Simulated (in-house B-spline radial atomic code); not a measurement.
The phosphorus ion P³⁺; electrons: [Ne] 3s2. Method: scalar-relativistic (spin-free one-electron X2C) TPSSh, spin-polarised, spherical density, exact exchange averaged over the configuration, Fermi nucleus, basis-set limit; computed with an in-house B-spline radial code. Radial functions and radii carry no picture-change correction.

```
Z = 15
electrons = 12.0
configuration = [Ne] 3s2
hamiltonian = x2c
method = tpssh
spin_polarised = True
nucleus = fermi
rms_radius = 3.1889
mass_number = 31
atomic_mass = 30.97376199768
speed_of_light = 137.035999084
exact_exchange = averaged over the configuration
```

The run was one of a batch (task.json lists them), launched with:
```bash
python run_scf.py task.json out
```

Wanted: the number of electrons inside radius r (solid) and the radial density 4πr²ρ (dashed).

The count levels off at 12 electrons. Half of them lie within 0.447 bohr, 90 % within 1.50 bohr and 99 % within 2.69 bohr. The radial density has a minimum at 0.18 bohr, where the count stands at 2.2; this parts the shells that the density resolves.

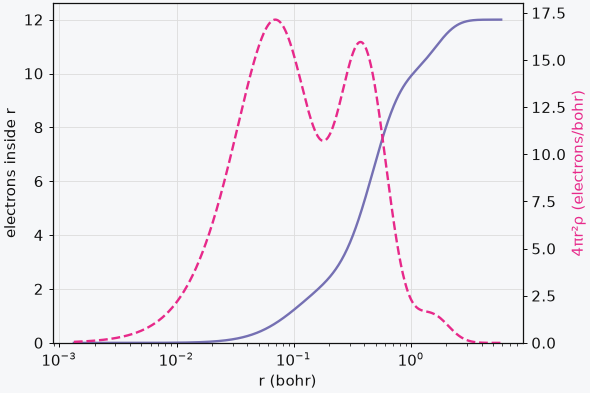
